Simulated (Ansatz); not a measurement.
**One shape, several levels: doublet [AlSiH3Cl2]+**

Wanted: a comparison of 6 runs (UHF/def2-SVP, UB2PLYP/def2-SVP, UB3LYP/def2-SVP, USVWN5/def2-SVP, UCCSD/def2-SVP, UCCSD(T)/def2-SVP) of doublet [AlSiH3Cl2]+. 

The results are computed with Ansatz 0.2.0.

45 further runs of the same task are left out: 45 set aside as unsound or not needed. Runs told in other sessions of the task aren't counted.

### 1 Starting point

The species is [AlSiH3Cl2]+ (7 atoms), meant as a doublet with charge +1. SMILES of the parent species: `[SiH3][Al]([Cl])[Cl]`. The shape is that of a PBE0-D4/def2-TZVP optimisation. That shape belongs to the parent species and isn't relaxed for this state.

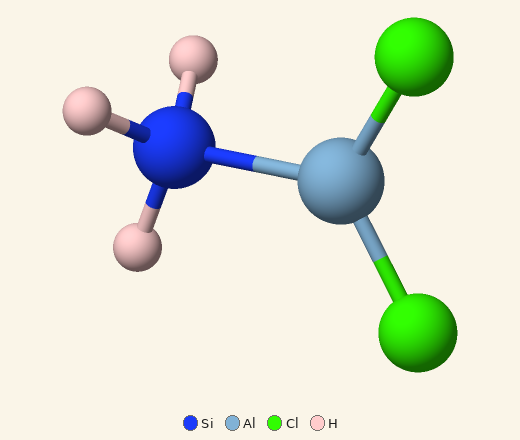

Viewed from a chosen angle; silicon blue, aluminium light blue, chlorine green, hydrogen pink.

### 2 The energy at UHF/def2-SVP (run 1)

The input, job.yaml:

```yaml
basis:
  gaussian:
    orbitals: def2-SVP
crystal:
  periodic: [false, false, false]
  atoms:
    - symbol: Si
      position_ang: [-0.434800, 0.999700, -0.278300]
    - symbol: Al
      position_ang: [0.497800, -1.172400, 0.296300]
    - symbol: Cl
      position_ang: [2.290200, -1.318600, 1.363300]
    - symbol: Cl
      position_ang: [-0.432100, -2.964700, -0.245300]
    - symbol: H
      position_ang: [-1.709600, 0.853800, -1.028500]
    - symbol: H
      position_ang: [-0.687900, 1.781100, 0.962600]
    - symbol: H
      position_ang: [0.537600, 1.753200, -1.115800]
total_charge: 1
magnetization:
  spin_polarized: true
  initial_magnetization: 1
hamiltonian:
  xc: hf
accuracy: high
output: {orbitals: {seedname: orbitals}}
```

The run is started by

```bash
$ ansatz run job.yaml --threads 1 --pin off --max-ram 2610MiB --events-out events.jsonl --progress --plain --runs-dir runs
```

Standard output:

```text
Warning: RAYON_NUM_THREADS=1 ignored (pool sized by the plan → 1); use --threads N
Functional definition: HF
  name "HF"
  exchange = exact_x
  correlation = 0
1712 factors; integrals over basis functions are off by at most 5.6e-9 eV
mean field evaluation 1: about -39478.8105 eV, gradient 1.9e1 eV
mean field evaluation 2: about -39478.8185 eV, gradient 1.9e1 eV
mean field evaluation 4: about -39481.5647 eV, gradient 2.0e0 eV
mean field evaluation 8: about -39481.6450 eV, gradient 5.5e-3 eV
mean field evaluation 16: about -39480.0784 eV, gradient 8.5e-1 eV
mean field -39481.64501829 eV, -1450.9236928020 hartree, gradient 5.9e-8 eV, S^2 0.760072; 0 other end points of the search recorded, 0 dependent functions left out
reference -39481.64501829 eV, -1450.9236928020 hartree; 32, 31 occupied and 55, 56 virtual orbitals, 1712 factors
Total energy: -39481.64501829 eV, -1450.9236928020 hartree
```

It took 4.5 s on 1 thread of Arm Neoverse V2, shared host; peak memory 0.33 GiB.

### 3 The energy at UB2PLYP/def2-SVP (run 2)

The input, in.yaml:

```yaml
crystal:
  periodic: [false, false, false]
  atoms:
    - {symbol: Si, position_ang: [-0.434800, 0.999700, -0.278300]}
    - {symbol: Al, position_ang: [0.497800, -1.172400, 0.296300]}
    - {symbol: Cl, position_ang: [2.290200, -1.318600, 1.363300]}
    - {symbol: Cl, position_ang: [-0.432100, -2.964700, -0.245300]}
    - {symbol: H, position_ang: [-1.709600, 0.853800, -1.028500]}
    - {symbol: H, position_ang: [-0.687900, 1.781100, 0.962600]}
    - {symbol: H, position_ang: [0.537600, 1.753200, -1.115800]}
basis:
  gaussian:
    orbitals: def2-SVP
total_charge: 1
magnetization:
  spin_polarized: true
  initial_magnetization: 1
hamiltonian:
  xc: {name: B2PLYP}
correlation:
  frozen_orbitals: {Al: 5, Cl: 5, H: 0, Si: 5}
accuracy: high
output:
  orbitals: {seedname: orbitals}
```

The run is started by

```bash
$ ansatz run in.yaml --threads 1 --pin off --max-ram 2610MiB --events-out events.jsonl --progress --plain --runs-dir runs
```

Standard output, cut to the lines that bear on the results:

```text
Warning: RAYON_NUM_THREADS=1 ignored (pool sized by the plan → 1); use --threads N
Functional definition: B2PLYP
  name "B2PLYP"
[...]
1712 factors; integrals over basis functions are off by at most 5.6e-9 eV
[...]
mean field -39531.16207317 eV, -1452.7434110050 hartree, gradient 8.0e-8 eV, S^2 0.759001; 3 other end points of the search recorded, 0 dependent functions left out
20 core orbitals not correlated: weight in the atoms' cores, before any rotation towards them, 1.000 or more for the frozen orbitals, at most 0.000 for the correlated occupied ones
reference -39531.16210078 eV, -1452.7434120197 hartree; 12, 11 occupied and 55, 56 virtual orbitals, 1712 factors
second order -13.94717368 eV of doubles, -0.00000000 eV of singles
Total energy: -39534.92783768 eV, -1452.8818002981 hartree
```

Run time: 22 s. Hardware: 1 thread of Arm Neoverse V2, shared host; peak memory 0.46 GiB.

Runs 3 to 4 aren't shown in full; the table further down has their settings and results.

### 4 A single-point energy at UCCSD/def2-SVP (run 5)

The input, molecule.yaml:

```yaml
crystal:
  periodic: [false, false, false]
  atoms:
    - {symbol: Si, position_ang: [-0.434800, 0.999700, -0.278300]}
    - {symbol: Al, position_ang: [0.497800, -1.172400, 0.296300]}
    - {symbol: Cl, position_ang: [2.290200, -1.318600, 1.363300]}
    - {symbol: Cl, position_ang: [-0.432100, -2.964700, -0.245300]}
    - {symbol: H, position_ang: [-1.709600, 0.853800, -1.028500]}
    - {symbol: H, position_ang: [-0.687900, 1.781100, 0.962600]}
    - {symbol: H, position_ang: [0.537600, 1.753200, -1.115800]}
basis:
  gaussian: {orbitals: def2-SVP}
total_charge: 1
scf: {omitted_lower_state_checks: [cluster_reference, increment]}
accuracy: high
correlation: {method: ccsd, frozen_orbitals: {Al: 5, Cl: 5, H: 0, Si: 5}}
magnetization: {spin_polarized: true, initial_magnetization: 1}
```

The run is started by

```bash
$ ansatz run molecule.yaml --threads 1 --pin off --max-ram 2610MiB --events-out events.jsonl --progress --plain --runs-dir runs
```

Standard output:

```text
Warning: RAYON_NUM_THREADS=1 ignored (pool sized by the plan → 1); use --threads N
[... 13 lines left out ...]
20 core orbitals not correlated: weight in the atoms' cores, before any rotation towards them, 1.000 or more for the frozen orbitals, at most 0.000 for the correlated occupied ones
[... 31 lines left out ...]
Total energy: -39494.18199365 eV, -1451.3844181485 hartree
Checks for a lower state left out: cluster_reference, increment
```

Run time: 38 s. Hardware: 1 thread of Arm Neoverse V2, shared host; peak memory 0.63 GiB.

### 5 The energy at UCCSD(T)/def2-SVP (run 6)

Changes to in.yaml since step 3:

```diff
@@ -17,8 +17,7 @@
   initial_magnetization: 1
-hamiltonian:
-  xc: {name: B2PLYP}
 correlation:
+  method: ccsd_t
   frozen_orbitals: {Al: 5, Cl: 5, H: 0, Si: 5}
 accuracy: high
-output:
-  orbitals: {seedname: orbitals}
+scf:
+  omitted_lower_state_checks: [cluster_reference, increment]
```

The run is started by

```bash
$ ansatz run in.yaml --threads 1 --pin off --max-ram 2610MiB --events-out events.jsonl --progress --plain --runs-dir runs
```

Standard output:

```text
Warning: RAYON_NUM_THREADS=1 ignored (pool sized by the plan → 1); use --threads N
[... 13 lines left out ...]
20 core orbitals not correlated: weight in the atoms' cores, before any rotation towards them, 1.000 or more for the frozen orbitals, at most 0.000 for the correlated occupied ones
[... 32 lines left out ...]
Total energy: -39494.51983853 eV, -1451.3968337189 hartree
Checks for a lower state left out: cluster_reference, increment
```

It took 48 s on 1 thread of Arm Neoverse V2, shared host; peak memory 0.63 GiB.

### 6 All runs side by side

```tsv
run	level	frozen core orbitals	energy (Eh)	HOMO energy (eV)	LUMO energy (eV)	⟨S²⟩	wall time
1	UHF/def2-SVP	–	-1450.923693	-17.18	-8.93	0.760	4.5 s
2	UB2PLYP/def2-SVP	20	-1452.881800	-15.17	-11.16	0.759	22 s
3	UB3LYP/def2-SVP	–	-1453.499531	-13.91	-12.34	0.754	23 s
4	USVWN5/def2-SVP	–	-1448.231582	-13.13	-12.85	0.751	9.6 s
5	UCCSD/def2-SVP	20	-1451.384418	–	–	0.760	38 s
6	UCCSD(T)/def2-SVP	20	-1451.396834	–	–	0.760	48 s
```

### 7 What came out

| quantity | value |
| --- | --- |
| run 6: total energy | -1451.39683 Eh |
| run 6: correlation energy (20 core orbitals frozen) | -473.1 mEh |
| run 6: (T) correction | -12.42 mEh |
| run 6: ⟨S²⟩ of the reference determinant | 0.760 |
| run 6: T1 diagnostic | 0.023 |

What this shows: Below the UHF energy at the same shape and in the same basis (def2-SVP): UCCSD -460.7 mEh; UCCSD(T) -473.1 mEh. Totals of different functionals can't be ranked against each other. All runs together took 2.4 min, the longest 48 s.
